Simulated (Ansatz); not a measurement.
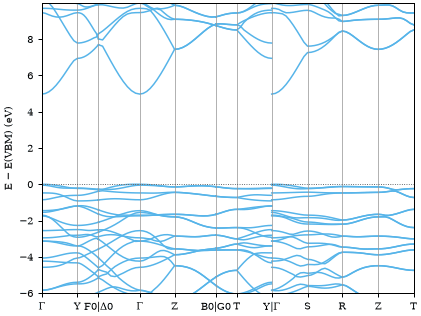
*Band structure from r²SCAN (plane waves, PAW; program Ansatz)*

Problem. Read off the gap and where the band edges lie.

Solution. About 5.0 eV (4.97 eV by a search for the band edges); maximum on the Δ0–Γ line, 87 % of the way from Δ0, minimum at Γ.

The material is Al2O3 in space group Cmc2_1 (No. 36; Al on 8b, O on 4a, O on 8b).

The workflow started from a Materials Project entry (that database holds measured and hypothetical structures alike); the Crystallography Open Database copy checked does not list it. It is not the phase usual at ambient conditions (space group No. 167). Symmetry was held in the r²SCAN relaxation; whether a distortion lowers the energy is not shown.

Potentials: the later of the program's two PAW sets.
